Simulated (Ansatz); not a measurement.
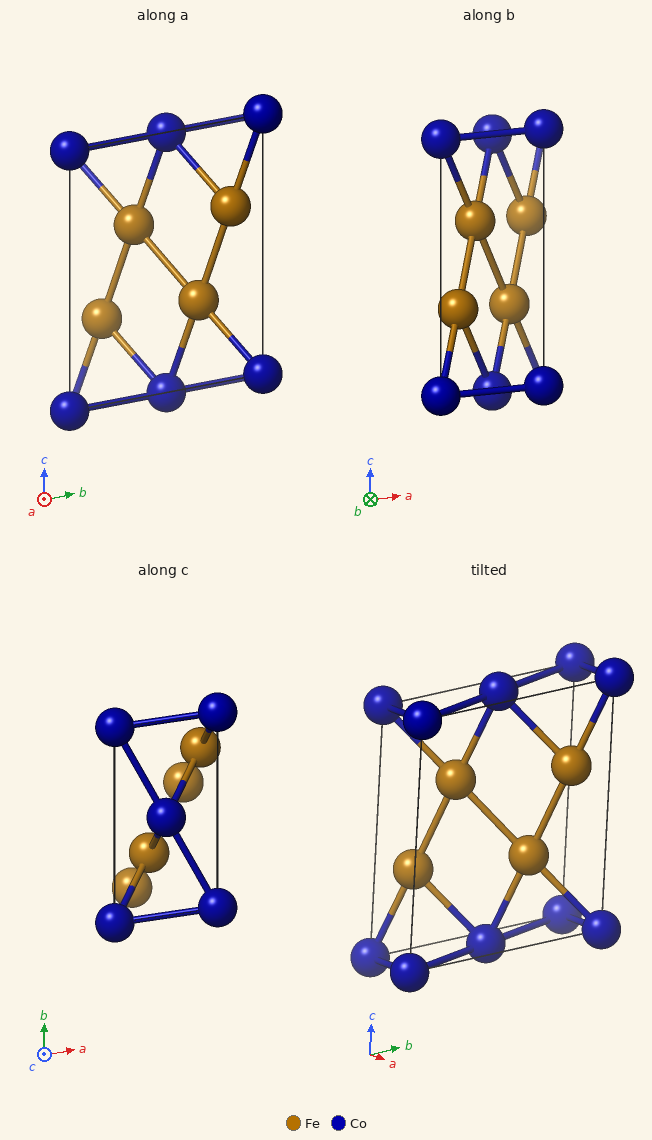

The figure gives a ball-and-stick picture of the atoms, viewed along the a axis, along the b axis, along the c axis and slightly off an axis. Atoms at the boundary of the unit cell (the box) are drawn once for each face, edge or corner they touch.

Lattice parameters: a = 2.470 Å, b = 4.709 Å, c = 6.190 Å, α = 78.12°, β = 82.47°, γ = 80.29°. Put a along x and b in the xy plane.

**Transcribe the picture into a POSCAR file, with free fractional coordinates to two decimals.**

```
Fe Co
1.0
     2.470    0.000    0.000
     0.794    4.642    0.000
     0.811    1.154    6.027
Fe Co
4 2
Direct
  0.33 0.33 0.67
  0.83 0.83 0.67
  0.17 0.17 0.33
  0.67 0.67 0.33
  0.00 0.00 0.00
  0.50 0.50 0.00
```

The structure comes from a structure type filled with these elements by a generator (whether the compound takes this form wasn't checked). Cell shown after relaxation with DFT PBE, scalar-relativistic, plane waves, PAW in Ansatz.
